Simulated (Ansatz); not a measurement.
# F2H3NSi + HCl: a complex and its separated parts, part 2 of 2

Ansatz 0.2.0, Gaussian basis.

### 14 wB97X-V/def2-TZVPP

The inputs:

parta/in.yaml

```yaml
crystal:
  periodic: [false, false, false]
  atoms:
    - {symbol: Si, position_ang: [-1.100261, 0.113430, -0.307619]}
    - {symbol: F, position_ang: [-1.294023, -1.366272, -0.845264]}
    - {symbol: F, position_ang: [-2.522349, 0.517247, 0.279164]}
    - {symbol: H, position_ang: [-0.806787, 1.047460, -1.403951]}
    - {symbol: N, position_ang: [0.149123, 0.097572, 0.821156]}
    - {symbol: H, position_ang: [0.631202, 0.940579, 1.083219]}
    - {symbol: H, position_ang: [0.246091, -0.628495, 1.511430]}
basis:
  gaussian: {orbitals: def2-TZVPP}
hamiltonian: {xc: {name: wB97X-V}}
```

partb/in.yaml

```yaml
crystal:
  periodic: [false, false, false]
  atoms:
    - {symbol: Cl, position_ang: [2.889259, -0.449260, -0.898710]}
    - {symbol: H, position_ang: [1.807745, -0.272261, -0.239423]}
basis:
  gaussian: {orbitals: def2-TZVPP}
hamiltonian: {xc: {name: wB97X-V}}
```

The same command starts each run, in its folder.

Run with:

```
$ ansatz run in.yaml --threads 4 --pin off --events-out ev --progress --plain --max-ram 9574MiB
```

Output in parta, shortened:

```text
Functional definition: wB97X-V
  name "wB97X-V"
  cite "Mardirossian & Head-Gordon, Phys. Chem. Chem. Phys. 16, 9904 (2014) doi:10.1039/C3CP54374A"
  cite "Becke, J. Chem. Phys. 107, 8554 (1997) doi:10.1063/1.475007"
  cite "Vydrov & Van Voorhis, J. Chem. Phys. 133, 244103 (2010) doi:10.1063/1.3521275"
[...]
      + integral(e_c_pw_opposite_spin*poly(b97_u_opposite, cos0, cos1)) + vv10(b, c)
935 factors; their error is unknown
199 factors; integrals over basis functions are off by at most 9.6e-6 eV
[...]
mean field -14854.84648875 eV, -545.9055394850 hartree, gradient 2.6e-5 eV, S^2 0.000000; 0 other end points of the search recorded, 0 dependent functions left out
reference -14854.84648714 eV, -545.9055394259 hartree; 21, 21 occupied and 156, 156 virtual orbitals, 935 factors
Total energy: -14854.84648714 eV, -545.9055394259 hartree
```

Log of partb, shortened:

```text
[... 5 set-up lines as earlier in the session ...]
[...]
      + integral(e_c_pw_opposite_spin*poly(b97_u_opposite, cos0, cos1)) + vv10(b, c)
369 factors; their error is unknown
62 factors; integrals over basis functions are off by at most 9.0e-5 eV
[...]
mean field -12537.61272142 eV, -460.7487692129 hartree, gradient 5.7e-5 eV, S^2 0.000000; 0 other end points of the search recorded, 0 dependent functions left out
reference -12537.61272047 eV, -460.7487691780 hartree; 9, 9 occupied and 47, 47 virtual orbitals, 369 factors
Total energy: -12537.61272047 eV, -460.7487691780 hartree
```

They took 5.5 s (parta), 0.65 s (partb) on 4 threads of Arm Neoverse N1, shared host.

### 15 wB97M-V/def2-TZVPP

Each input of step 14 (parta, partb) changes in the same lines:

```diff
-hamiltonian: {xc: {name: wB97X-V}}
+hamiltonian: {xc: {name: wB97M-V}}
```

The same command starts each run, in its folder.

Run with:

```
$ ansatz run in.yaml --threads 4 --pin off --events-out ev --progress --plain --max-ram 9574MiB
```

parta printed, shortened:

```text
Functional definition: wB97M-V
  name "wB97M-V"
  cite "Mardirossian & Head-Gordon, J. Chem. Phys. 144, 214110 (2016) doi:10.1063/1.4952647"
[... 2 set-up lines as earlier in the session ...]
  # Of w^i u^j: cxij and so on, Table III.
[...]
  gx(w, u) = 1 - cx + cx01*u + cx10*w
[...]
      + integral(e_c_pw_mod_opposite_spin*gos(b97_w_opposite, b97_u_opposite)) + vv10(b, c)
935 factors; their error is unknown
199 factors; integrals over basis functions are off by at most 9.6e-6 eV
[...]
mean field -14856.05529196 eV, -545.9499621837 hartree, gradient 2.6e-5 eV, S^2 0.000000; 0 other end points of the search recorded, 0 dependent functions left out
reference -14856.05533153 eV, -545.9499636377 hartree; 21, 21 occupied and 156, 156 virtual orbitals, 935 factors
Total energy: -14856.05533153 eV, -545.9499636377 hartree
```

Log of partb, shortened:

```text
[... 5 set-up lines as earlier in the session ...]
  # Of w^i u^j: cxij and so on, Table III.
[...]
  gx(w, u) = 1 - cx + cx01*u + cx10*w
[...]
      + integral(e_c_pw_mod_opposite_spin*gos(b97_w_opposite, b97_u_opposite)) + vv10(b, c)
369 factors; their error is unknown
62 factors; integrals over basis functions are off by at most 9.0e-5 eV
[...]
mean field -12538.73838528 eV, -460.7901365968 hartree, gradient 5.7e-5 eV, S^2 0.000000; 0 other end points of the search recorded, 0 dependent functions left out
reference -12538.73840833 eV, -460.7901374438 hartree; 9, 9 occupied and 47, 47 virtual orbitals, 369 factors
Total energy: -12538.73840833 eV, -460.7901374438 hartree
```

They took 6 s (parta), 0.7 s (partb) on 4 threads of Arm Neoverse N1, shared host.

### 16 B2PLYP/def2-TZVPP

The same edit goes into each in.yaml of step 15 (parta, partb):

```diff
-hamiltonian: {xc: {name: wB97M-V}}
+hamiltonian: {xc: {name: B2PLYP}}
```

The same command starts each run, in its folder.

Run with:

```
$ ansatz run in.yaml --threads 4 --pin off --events-out ev --progress --plain --max-ram 9574MiB
```

parta printed, shortened:

```text
Functional definition: B2PLYP
  name "B2PLYP"
  cite "Grimme, J. Chem. Phys. 124, 034108 (2006) doi:10.1063/1.2148954"
[... 2 set-up lines as earlier in the session ...]
[...]
1077 factors; integrals over basis functions are off by at most 9.3e-4 eV
[...]
mean field -14844.05295667 eV, -545.5088844971 hartree, gradient 5.8e-6 eV, S^2 0.000000; 0 other end points of the search recorded, 0 dependent functions left out
8 core orbitals not correlated: weight in the atoms' cores, before any rotation towards them, 1.000 or more for the frozen orbitals, at most 0.000 for the correlated occupied ones
reference -14844.05309048 eV, -545.5088894147 hartree; 13, 13 occupied and 156, 156 virtual orbitals, 1077 factors
second order -26.85865209 eV of doubles, -0.00000000 eV of singles
Total energy: -14851.30492655 eV, -545.7753894746 hartree
```

Log of partb, shortened:

```text
[... 5 set-up lines as earlier in the session ...]
[...]
322 factors; integrals over basis functions are off by at most 1.4e-3 eV
[...]
mean field -12534.13733975 eV, -460.6210512922 hartree, gradient 9.7e-6 eV, S^2 0.000000; 0 other end points of the search recorded, 0 dependent functions left out
5 core orbitals not correlated: weight in the atoms' cores, before any rotation towards them, 1.000 or more for the frozen orbitals, at most 0.000 for the correlated occupied ones
reference -12534.13743651 eV, -460.6210548481 hartree; 4, 4 occupied and 47, 47 virtual orbitals, 322 factors
second order -6.68496260 eV of doubles, -0.00000000 eV of singles
Total energy: -12535.94237641 eV, -460.6873851661 hartree
```

Times: 3.5 s (parta), 0.35 s (partb) on 4 threads of Arm Neoverse N1, shared host.

### 17 PBE-QIDH/def2-TZVPP

The same edit goes into each in.yaml of step 16 (parta, partb):

```diff
-hamiltonian: {xc: {name: B2PLYP}}
+hamiltonian: {xc: {name: PBE-QIDH}}
```

One command serves all of them, each in its own folder.

Run with:

```
$ ansatz run in.yaml --threads 4 --pin off --events-out ev --progress --plain --max-ram 9574MiB
```

Output in parta, shortened:

```text
Functional definition: PBE-QIDH
  name "PBE-QIDH"
  cite "Brémond, Sancho-García, Pérez-Jiménez & Adamo, J. Chem. Phys. 141, 031101 (2014) doi:10.1063/1.4890314"
[... 1 set-up line as earlier in the session ...]
[...]
1077 factors; integrals over basis functions are off by at most 9.3e-4 eV
[...]
mean field -14836.82869732 eV, -545.2433978629 hartree, gradient 5.9e-6 eV, S^2 0.000000; 0 other end points of the search recorded, 0 dependent functions left out
8 core orbitals not correlated: weight in the atoms' cores, before any rotation towards them, 1.000 or more for the frozen orbitals, at most 0.000 for the correlated occupied ones
reference -14836.82870686 eV, -545.2433982134 hartree; 13, 13 occupied and 156, 156 virtual orbitals, 1077 factors
second order -25.10430540 eV of doubles, -0.00000000 eV of singles
Total energy: -14845.19680866 eV, -545.5509202825 hartree
```

partb printed, shortened:

```text
[... 4 set-up lines as earlier in the session ...]
[...]
322 factors; integrals over basis functions are off by at most 1.4e-3 eV
[...]
mean field -12531.03292630 eV, -460.5069662023 hartree, gradient 2.4e-6 eV, S^2 0.000000; 0 other end points of the search recorded, 0 dependent functions left out
5 core orbitals not correlated: weight in the atoms' cores, before any rotation towards them, 1.000 or more for the frozen orbitals, at most 0.000 for the correlated occupied ones
reference -12531.03293267 eV, -460.5069664364 hartree; 4, 4 occupied and 47, 47 virtual orbitals, 322 factors
second order -6.22518103 eV of doubles, -0.00000000 eV of singles
Total energy: -12533.10799301 eV, -460.5832234974 hartree
```

They took 3.6 s (parta), 0.35 s (partb) on 4 threads of Arm Neoverse N1, shared host.

### 18 RPA on PBE/def2-TZVPP

Each input of step 17 (parta, partb) changes in the same lines:

```diff
-hamiltonian: {xc: {name: PBE-QIDH}}
+hamiltonian: {xc: pbe}
+correlation: {method: rpa}
```

One command serves all of them, each in its own folder.

Run with:

```
$ ansatz run in.yaml --threads 4 --pin off --events-out ev --progress --plain --max-ram 9574MiB
```

Log of parta, shortened:

```text
[... 4 set-up lines as earlier in the session ...]
[...]
1077 factors; integrals over basis functions are off by at most 9.3e-4 eV
[...]
mean field -14847.20011069 eV, -545.6245402743 hartree, gradient 1.6e-6 eV, S^2 0.000000; 0 other end points of the search recorded, 0 dependent functions left out
8 core orbitals not correlated: weight in the atoms' cores, before any rotation towards them, 1.000 or more for the frozen orbitals, at most 0.000 for the correlated occupied ones
reference -14810.33637853 eV, -544.2698231044 hartree; 13, 13 occupied and 156, 156 virtual orbitals, 1077 factors
Total energy: -14845.27673359 eV, -545.5538574693 hartree
```

partb printed, shortened:

```text
[... 4 set-up lines as earlier in the session ...]
[...]
322 factors; integrals over basis functions are off by at most 1.4e-3 eV
[...]
mean field -12534.30964572 eV, -460.6273834199 hartree, gradient 3.3e-6 eV, S^2 0.000000; 0 other end points of the search recorded, 0 dependent functions left out
5 core orbitals not correlated: weight in the atoms' cores, before any rotation towards them, 1.000 or more for the frozen orbitals, at most 0.000 for the correlated occupied ones
reference -12519.65919436 eV, -460.0889892628 hartree; 4, 4 occupied and 47, 47 virtual orbitals, 322 factors
Total energy: -12529.02200443 eV, -460.4330661865 hartree
```

Wall times: 3.4 s (parta), 0.35 s (partb) on 4 threads of Arm Neoverse N1, shared host.

### 19 CCSD(T)/def2-TZVPP

Each input of step 18 (parta, partb) changes in the same lines:

```diff
-hamiltonian: {xc: pbe}
-correlation: {method: rpa}
+correlation: {method: ccsd_t}
```

Each run has its own folder and the same command.

Run with:

```
$ ansatz run in.yaml --threads 4 --pin off --events-out ev --progress --plain --max-ram 9574MiB
```

Output in parta, shortened:

```text
Functional definition: HF
  name "HF"
  cite "Fock, Z. Phys. 61, 126 (1930) doi:10.1007/BF01340294"
[... 1 set-up line as earlier in the session ...]
[...]
1077 factors; integrals over basis functions are off by at most 9.3e-4 eV
[...]
mean field -14811.71488558 eV, -544.3204823043 hartree, gradient 7.9e-6 eV, S^2 0.000000; 0 other end points of the search recorded, 0 dependent functions left out
8 core orbitals not correlated: weight in the atoms' cores, before any rotation towards them, 1.000 or more for the frozen orbitals, at most 0.000 for the correlated occupied ones
reference -14811.71488558 eV, -544.3204823043 hartree; 13, 13 occupied and 156, 156 virtual orbitals, 1077 factors
second order -22.61864042 eV of doubles, -0.00000000 eV of singles
cycle   1  -22.54459530 eV  change    7.4e-2 eV  update   8.9e-2
[...]
cycle   9  -23.06308119 eV  change   -1.1e-6 eV  update   1.2e-5
perturbative correction -0.69433111 eV, -0.0255161976 hartree
Total energy: -14835.47229788 eV, -545.1935511027 hartree
```

Output in partb, shortened:

```text
[... 4 set-up lines as earlier in the session ...]
[...]
322 factors; integrals over basis functions are off by at most 1.4e-3 eV
[...]
mean field -12519.93374972 eV, -460.0990789862 hartree, gradient 2.9e-6 eV, S^2 0.000000; 0 other end points of the search recorded, 0 dependent functions left out
5 core orbitals not correlated: weight in the atoms' cores, before any rotation towards them, 1.000 or more for the frozen orbitals, at most 0.000 for the correlated occupied ones
reference -12519.93374972 eV, -460.0990789862 hartree; 4, 4 occupied and 47, 47 virtual orbitals, 322 factors
second order -5.53927451 eV of doubles, -0.00000000 eV of singles
cycle   1  -5.96029904 eV  change   -4.2e-1 eV  update   3.9e-2
[...]
cycle   7  -6.10184884 eV  change   -6.5e-6 eV  update   7.9e-6
perturbative correction -0.21572794 eV, -0.0079278557 hartree
Total energy: -12526.25132650 eV, -460.3312456507 hartree
```

They took 42 s (parta), 0.3 s (partb) on 4 threads of Arm Neoverse N1, shared host; peak memory 1.7 GiB.

### 20 Vibrations of F2H3NSi

File vib-parta/in.yaml:

```yaml
crystal:
  periodic: [false, false, false]
  atoms:
    - {symbol: Si, position_ang: [-1.100261, 0.113430, -0.307619]}
    - {symbol: F, position_ang: [-1.294023, -1.366272, -0.845264]}
    - {symbol: F, position_ang: [-2.522349, 0.517247, 0.279164]}
    - {symbol: H, position_ang: [-0.806787, 1.047460, -1.403951]}
    - {symbol: N, position_ang: [0.149123, 0.097572, 0.821156]}
    - {symbol: H, position_ang: [0.631202, 0.940579, 1.083219]}
    - {symbol: H, position_ang: [0.246091, -0.628495, 1.511430]}
basis:
  gaussian: {orbitals: def2-TZVP}
hamiltonian: {xc: pbe0, dispersion: d4}
phonons: {temperatures: {t_min: 298.15, t_max: 900, t_step: 200}}
```

Run with:

```
$ ansatz run in.yaml --threads 4 --pin off --events-out ev --progress --plain --max-ram 9574MiB
```

What it wrote, shortened:

```text
[... 5 set-up lines as earlier in the session ...]
[...]
867 factors; their error is unknown
[...]
mean field -14848.07170685 eV, -545.6565708424 hartree, gradient 3.2e-5 eV, S^2 0.000000; 0 other end points of the search recorded, 0 dependent functions left out
[...]
Atom 4 at     0.149123     0.097572     0.821156 Å, force    -0.001994     0.000233    -0.004491 eV/Å
Atom 5 at     0.631202     0.940579     1.083219 Å, force     0.001416     0.001519     0.000986 eV/Å
Atom 6 at     0.246091    -0.628495     1.511430 Å, force     0.000389    -0.000837     0.002145 eV/Å
Dipole moment:     0.416063     0.207985     0.264129 e Å
Vibrations: 118.25 273.51 334.81 345.01 376.89 733.59 825.19 846.25 892.17 957.07 984.90 1577.47 2313.28 3620.78 3716.47 cm⁻¹, zero-point energy 1.110628 eV
```

Run time: 60 s. Hardware: 4 threads of Arm Neoverse N1, shared host.

The modes, with what each moves most:

```tsv
mode	wavenumber (cm⁻¹)	character
1	118	torsion
2	274	bend with torsion
3	335	torsion with bend
4	345	bend with torsion
5	377	bend with torsion
6	734	bend
7	825	Si–F stretch with bend
8	846	bend with Si–F stretch
9	892	bend
10	957	Si–F stretch
11	985	Si–N and Si–F stretch
12	1577	bend
13	2313	Si–H stretch
14	3621	N–H stretch
15	3716	N–H stretch
```

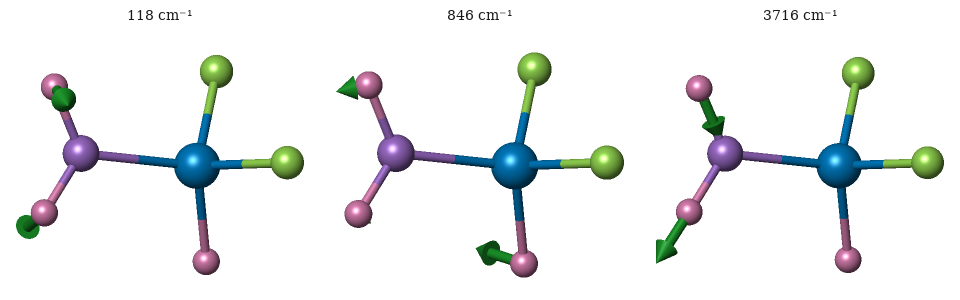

How the atoms move in 3 of the modes.

Vibrational sums (real modes only):

```tsv
T (K)	entropy (J/mol/K)	heat capacity (J/mol/K)
298	38.4	49.0
498	69.4	71.5
698	95.8	84.4
898	118.1	92.8
```

### 21 Vibrations of HCl

File vib-partb/in.yaml:

```yaml
crystal:
  periodic: [false, false, false]
  atoms:
    - {symbol: Cl, position_ang: [2.889259, -0.449260, -0.898710]}
    - {symbol: H, position_ang: [1.807745, -0.272261, -0.239423]}
basis:
  gaussian: {orbitals: def2-TZVP}
hamiltonian: {xc: pbe0, dispersion: d4}
phonons: {temperatures: {t_min: 298.15, t_max: 900, t_step: 200}}
```

Run with:

```
$ ansatz run in.yaml --threads 4 --pin off --events-out ev --progress --plain --max-ram 9574MiB
```

What it wrote, shortened:

```text
[... 5 set-up lines as earlier in the session ...]
[...]
312 factors; their error is unknown
[...]
mean field -12535.31645830 eV, -460.6643830998 hartree, gradient 4.2e-5 eV, S^2 0.000000; 0 other end points of the search recorded, 0 dependent functions left out
[...]
reference -12535.31636613 eV, -460.6643797128 hartree; 9, 9 occupied and 34, 34 virtual orbitals, 312 factors
Total energy: -12535.32105160 eV, -460.6645519006 hartree
Atom 0 at     2.889259    -0.449260    -0.898710 Å, force    -0.001646     0.000269     0.001004 eV/Å
Atom 1 at     1.807745    -0.272261    -0.239423 Å, force     0.001646    -0.000269    -0.001004 eV/Å
Dipole moment:    -0.222088     0.036347     0.135384 e Å
Vibrations: 2996.51 cm⁻¹, zero-point energy 0.185760 eV
```

Run time: 1.8 s. Hardware: 4 threads of Arm Neoverse N1, shared host.

Wavenumbers and character of the modes:

```tsv
mode	wavenumber (cm⁻¹)	character
1	2997	Cl–H stretch
```

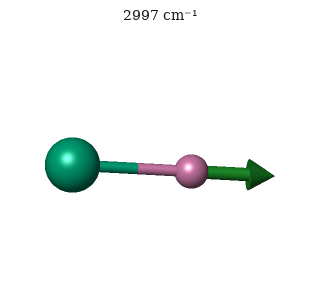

How the atoms move in 1 of the modes.

Vibrational sums (real modes only):

```tsv
T (K)	entropy (J/mol/K)	heat capacity (J/mol/K)
298	0.0	0.0
498	0.0	0.1
698	0.1	0.7
898	0.4	1.6
```

### 22 Complex less separated parts

The complex's own energies come from single points at the same levels.

Rows are in def2-TZVPP; times add the 3 runs of a level on a shared host, so small differences are noise.

Differences are taken before rounding.

```tsv
method	rung	complex less parts (kcal/mol)	from CCSD(T) (kcal/mol)	time
SPW92	LDA	-9.2	-5.1	2.8 s
PBE-D4	GGA	-6.8	-2.7	4.3 s
BLYP-D4	GGA	-6.1	-2.0	4.5 s
r2SCAN-D4	meta-GGA	-5.7	-1.6	10 s
B97M-V	meta-GGA	-4.7	-0.6	18 s
PBE0-D4	hybrid	-5.8	-1.7	6.6 s
B3LYP-D4	hybrid	-5.5	-1.4	5.8 s
r2SCAN0-D4	hybrid	-5.1	-1.0	11 s
BHLYP-D4	hybrid	-4.6	-0.5	6 s
CAM-B3LYP-D4	range-separated hybrid	-5.0	-0.9	6.8 s
wB97X-V	range-separated hybrid	-4.4	-0.3	16 s
wB97M-V	range-separated hybrid	-4.3	-0.2	18 s
B2PLYP	double hybrid	-3.9	+0.2	11 s
PBE-QIDH	double hybrid	-4.5	-0.4	11 s
RPA on PBE	RPA	-3.2	+0.9	11 s
Hartree-Fock	wavefunction	0.1	+4.2	
MP2	wavefunction	-4.7	-0.7	
CCSD	wavefunction	-3.3	+0.8	
CCSD(T)	wavefunction	-4.1	0	4.2 min
```

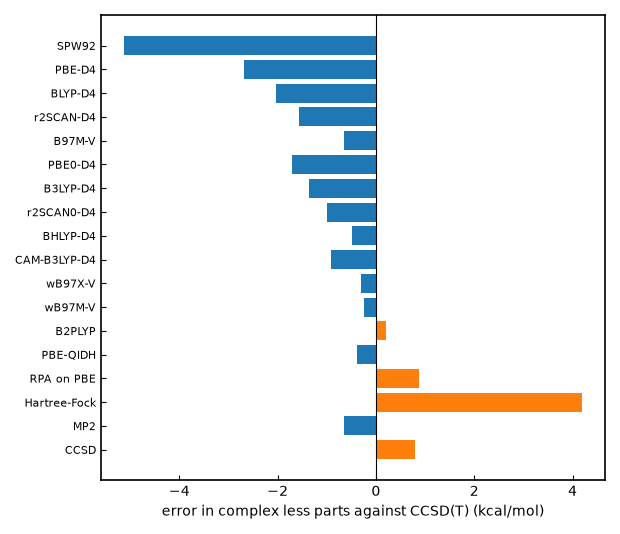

Error of each method against CCSD(T).

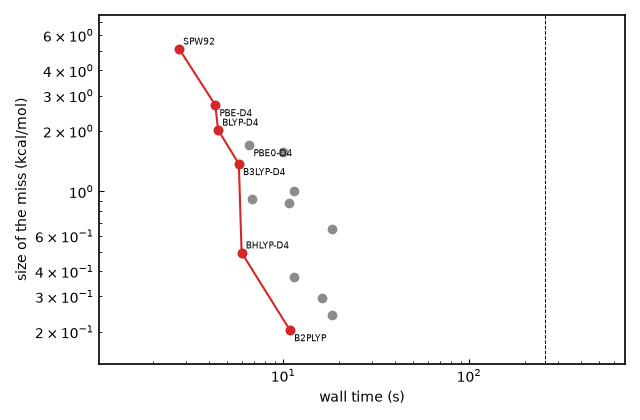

Accuracy for the time spent; red marks the levels that beat every quicker one drawn (of those quicker than the yardstick), and the dashed line is the time of CCSD(T). Only those levels and the largest misses are named. Times are from a shared host.

For cost: B2PLYP gets within 0.2 kcal/mol in 11 s, where CCSD(T) took 4.2 min; the quickest level in the cost chart, SPW92, takes 2.8 s and misses by 5.1 kcal/mol.

The complex's zero-point energy, from a separate PBE0-D4 run, is 1.378 eV.

### 23 Summary of results

What follows sums up all 2 parts.

```
                              quantity          value
complex less parts, CCSD(T)/def2-TZVPP  -4.1 kcal/mol
                with zero-point energy  -2.2 kcal/mol
                 largest T1 diagnostic          0.011
```

At CCSD(T) the complex lies 4.1 kcal/mol below its parts. Among the functionals B2PLYP lands nearest to CCSD(T) (+0.2 kcal/mol) and SPW92 farthest (-5.1 kcal/mol). wB97M-V is as near within the digits shown. Mean unsigned error by rung: LDA 5.1, GGA 2.4, meta-GGA 1.1, hybrid 1.1, range-separated hybrid 0.5, double hybrid 0.3 kcal/mol. PBE-D4 gives a relative energy 2.7 kcal/mol too low, outside chemical accuracy (1 kcal/mol). No counterpoise was applied, and triple zeta lacks some correlation, so the CCSD(T) reference has a basis error of its own, and close matches with it are partly luck.
